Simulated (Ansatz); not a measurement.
The starting structures come from a database of crystals and need not be the phases stable at ambient conditions.

 Where the default PAW files enter, the runs use the earlier of Ansatz's two default sets.

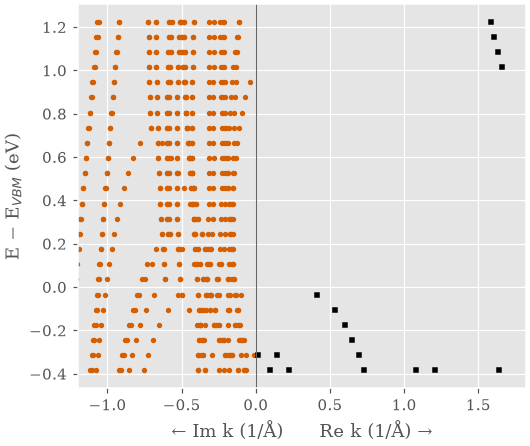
Complex bands at the centre of the two-dimensional zone; PBEsol (Ansatz, a quantum-chemistry and plane-wave program)

The gap is the functional's own. No spin-orbit coupling. Mid-gap values are interpolated on the energy grid.

This is SnS₂ (P6_3mc, not sure to be the ambient phase, 6 atoms a cell, 22.6 Å³ an atom) along the normal of (110). Read off the slowest decay at the centre of the two-dimensional zone at 0.46 eV, the computed energy nearest the middle of the gap.

κ ≈ 0.15 1/Å, a decay length 1/(2κ) of the density of 3.3 Å.
